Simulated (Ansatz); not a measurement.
# Ti3Sn (P6_3/mmc): equation of state with a fit, by script

Where is the equilibrium volume of Ti3Sn (P6_3/mmc), and how stiff is it? Aim: an equation of state with a fit, for Ti3Sn (P6_3/mmc), run from a script.

Program: Ansatz 0.2.0, driven from Python. Level of theory: DFT PBEsol, plane waves, PAW. These are calculated values, not measurements.

## 1. Starting point

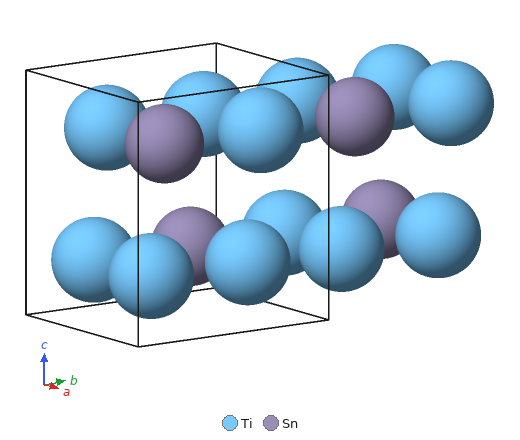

The structure that the script starts from, seen slightly off an axis (titanium blue, tin purple). 1×2×1 cells are drawn. Atoms on cell faces are repeated.

The script holds or builds the structure itself.

## 2. Script

eos_ti3sn.py

```python
'''Equation of state of Ti3Sn.'''

from dataclasses import dataclass

import ansatz as az
from ase.eos import EquationOfState
from ase.units import GPa
import numpy as np


@dataclass(frozen=True)
class RunConfig:
    functional: str = 'pbesol'
    cutoff: int = 470
    occupations: str = 'gaussian'
    sigma: float = 0.3
    mixing_beta: float = 0.4
    scf_tol: float = 1e-09
    kgrid: tuple[int, ...] = (5, 5, 6)


opts = RunConfig()

VECTORS = np.array([
    [5.912182, 0.0, 0.0],
    [-2.956091, 5.1201, 0.0],
    [0.0, 0.0, 4.756222],
])
SITES = [
    ('Ti', (0.164251, 0.328502, 0.75)),
    ('Ti', (0.671498, 0.835749, 0.75)),
    ('Ti', (0.164251, 0.835749, 0.75)),
    ('Ti', (0.835749, 0.671498, 0.25)),
    ('Ti', (0.328502, 0.164251, 0.25)),
    ('Ti', (0.835749, 0.164251, 0.25)),
    ('Sn', (2 / 3, 1 / 3, 0.75)),
    ('Sn', (1 / 3, 2 / 3, 0.25)),
]


def make_crystal(cell):
    crystal = az.Crystal(lattice=az.Lattice.of(cell))
    for symbol, position in SITES:
        crystal = crystal.atom(symbol, position)
    return crystal


def main() -> None:
    # scale the volume, keep shape and fractions
    volumes, energies, pressures = [], [], []
    for scale in np.linspace(0.94, 1.06, 7):
        cell = VECTORS * scale ** (1 / 3)
        calculation = (
            make_crystal(cell).calculation()
            .functional(opts.functional)
            .pseudopotentials('paw')
            .basis(opts.cutoff)
            .occupations(opts.occupations, width=opts.sigma)
            .mixing('anderson', ndim=12, beta=opts.mixing_beta)
            .scf(tolerance=opts.scf_tol)
            .kpoints(*opts.kgrid)
            .stress()
        )
        r = calculation.run(threads=1).report
        volumes.append(abs(np.linalg.det(cell)) / len(SITES))
        energies.append(r['free_energy_ev'] / len(SITES))
        pressures.append(np.trace(r['stress_gpa']) / 3)
        print(f'V = {volumes[-1]:8.4f} A^3/atom  F = {energies[-1]:.5f} eV/atom  P = {pressures[-1]:8.3f} GPa')

    eos = EquationOfState(volumes, energies, eos='sj')
    v0, e0, bulk = eos.fit()
    print(f'V0 = {v0:.4f} A^3/atom, E0 = {e0:.5f} eV/atom, B = {bulk / GPa:.1f} GPa')


if __name__ == '__main__':
    main()
```

## 3. The input behind the calls

The engine receives this input (first run):

```yaml
crystal:
  lattice:
    - [5.791491359398186, 0.0, 0.0]
    - [-2.895745679699093, 5.015578835234546, 0.0]
    - [0.0, 0.0, 4.659129001167345]
  atoms:
    - { symbol: Ti, position: [0.164251, 0.328502, 0.75] }
    - { symbol: Ti, position: [0.671498, 0.835749, 0.75] }
    - { symbol: Ti, position: [0.164251, 0.835749, 0.75] }
    - { symbol: Ti, position: [0.835749, 0.671498, 0.25] }
    - { symbol: Ti, position: [0.328502, 0.164251, 0.25] }
    - { symbol: Ti, position: [0.835749, 0.164251, 0.25] }
    - { symbol: Sn, position: [0.6666666666666666, 0.3333333333333333, 0.75] }
    - { symbol: Sn, position: [0.3333333333333333, 0.6666666666666666, 0.25] }
basis:
  ecutwfc: 470.0
kpoints:
  mp_grid:
    grid: [5, 5, 6]
hamiltonian:
  xc: pbesol
  pseudopotentials:
    kind: paw
scf:
  convergence:
    dr2_threshold: 1.0e-09
  mixing:
    algorithm: anderson
    beta: 0.4
    ndim: 12
  occupations:
    method: gaussian
    width: 0.3
output:
  stress: true
```

## 4. The run

On the command line:

```sh
$ python eos_ti3sn.py
```

The log of the run:

```text
DeckWarning: output.stress: scf.convergence.dr2_threshold = 1e-9 eV is looser than the 8e-10 eV advised for a printed stress (1e-10 eV for each atom of the cell: 8). What an SCF threshold leaves in a stress goes as its square root, and in the free energy as [...]
V =  16.9171 A^3/atom  F = -3343.23427 eV/atom  P =    3.597 GPa
V =  17.2771 A^3/atom  F = -3343.23913 eV/atom  P =    0.779 GPa
V =  17.6370 A^3/atom  F = -3343.23798 eV/atom  P =   -1.759 GPa
V =  17.9969 A^3/atom  F = -3343.23142 eV/atom  P =   -4.042 GPa
V =  18.3569 A^3/atom  F = -3343.21999 eV/atom  P =   -6.096 GPa
V =  18.7168 A^3/atom  F = -3343.20418 eV/atom  P =   -7.942 GPa
V =  19.0767 A^3/atom  F = -3343.18445 eV/atom  P =   -9.600 GPa
V0 = 17.3834 A^3/atom, E0 = -3343.23939 eV/atom, B = 125.2 GPa
```

(Warnings from the package without file and line, shortened.)

It took 1.8 min on 1 thread of Arm Neoverse V2, shared host; peak memory 0.57 GiB.

## 5. What changed from run to run

The engine's inputs for some of the other runs:

Run 2, against run 1:

```diff
@@ -3,3 +3,3 @@
-    - [5.791491359398186, 0.0, 0.0]
-    - [-2.895745679699093, 5.015578835234546, 0.0]
-    - [0.0, 0.0, 4.659129001167345]
+    - [5.8322778536157065, 0.0, 0.0]
+    - [-2.9161389268078532, 5.050900976711776, 0.0]
+    - [0.0, 0.0, 4.6919408498384865]
```

Run 5, against run 1:

```diff
@@ -3,3 +3,3 @@
-    - [5.791491359398186, 0.0, 0.0]
-    - [-2.895745679699093, 5.015578835234546, 0.0]
-    - [0.0, 0.0, 4.659129001167345]
+    - [5.951336664252528, 0.0, 0.0]
+    - [-2.975668332126264, 5.154008935218735, 0.0]
+    - [0.0, 0.0, 4.78772107690942]
```

Run 6, against run 1:

```diff
@@ -3,3 +3,3 @@
-    - [5.791491359398186, 0.0, 0.0]
-    - [-2.895745679699093, 5.015578835234546, 0.0]
-    - [0.0, 0.0, 4.659129001167345]
+    - [5.9899827903963825, 0.0, 0.0]
+    - [-2.9949913951981912, 5.18747746349969, 0.0]
+    - [0.0, 0.0, 4.818811045956411]
```

## 6. What each run gave

From the records of these 7 runs:

| run | volume (Å³/atom) | energy from run 2 (meV/atom) | pressure (GPa) | SCF cycles | CPU time (s) |
| --- | --- | --- | --- | --- | --- |
| 1 | 16.917 | 4.86 | 3.60 | 10 | 12 |
| 2 | 17.277 | 0.00 | 0.78 | 11 | 14 |
| 3 | 17.637 | 1.15 | -1.76 | 11 | 15 |
| 4 | 17.997 | 7.71 | -4.04 | 11 | 15 |
| 5 | 18.357 | 19.14 | -6.10 | 11 | 16 |
| 6 | 18.717 | 34.95 | -7.94 | 11 | 15 |
| 7 | 19.077 | 54.69 | -9.60 | 11 | 17 |

Energies are free energies F = E - TS of the smeared occupations. 

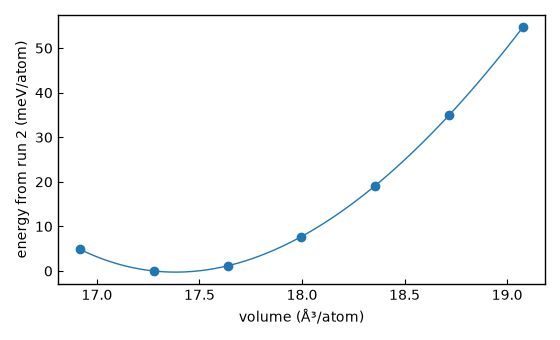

Energy against volume; the line is a third-order Birch-Murnaghan fit.

## 7. What came out

| quantity | value |
| --- | --- |
| runs compared | 7 |
| range of energy | 54.69 meV/atom |
| lowest point, volume (Å³/atom) | 17.277 |
| equilibrium volume (fit) | 17.38 Å³/atom |
| bulk modulus (fit) | 125 GPa |

In words: A third-order Birch-Murnaghan fit through the 7 points has its minimum at 17.38 Å³ an atom, 3.4 % below the typed cell, with a bulk modulus of 125 GPa and dB/dP = 4.1. From that minimum the energy rises by 5.1 meV an atom on the compressed side and 54.9 meV on the expanded side. The window is off centre, so dB/dP is rough. What to keep in mind:
- Spin is left out of this run.
- Shape and fractional positions are held along the curve, so the bulk modulus is an upper value where they are free to relax, by a factor of two or more in layered or hydrogen-bonded cells.
- The mesh is modest for a metal, so energies can be off by several to tens of meV an atom and pressures by half a GPa or more; differences at equal mesh fare better.
- The free energy holds a sizeable smearing term, which stands for no physical temperature.
- Pressure is positive in compression.
- The structure comes from a database of computed cells and needn't be a stable or known phase.
